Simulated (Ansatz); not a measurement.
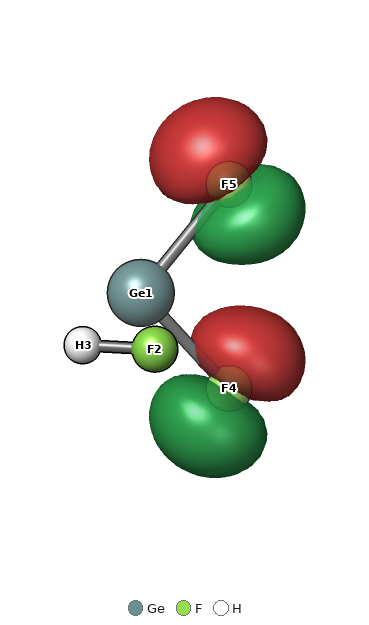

Figure. F2Ge···HF. The HOMO−1 at ±0.15 Å⁻³ᐟ² (green and red are the two phases), seen at an oblique angle.

Computed with Ansatz 0.2.0, RKS PBE0-D4/def2-SVP.

```yaml
atoms:
  - { symbol: Ge, position_ang: [-0.0354, 0.0000, -0.8207] }
  - { symbol: F, position_ang: [1.4305, 0.0000, 1.6454] }
  - { symbol: H, position_ang: [2.0606, 0.0000, 0.9711] }
  - { symbol: F, position_ang: [-1.1312, 1.3133, -0.4756] }
  - { symbol: F, position_ang: [-1.1312, -1.3133, -0.4756] }
```

Where does this orbital lie, and at what energy?

Answer. Its weight (Hirshfeld) is mainly on F4 (about 45 %) and F5 (about 45 %); largely a combination of lone pairs on F4 and F5. Its energy is −10.81 eV.
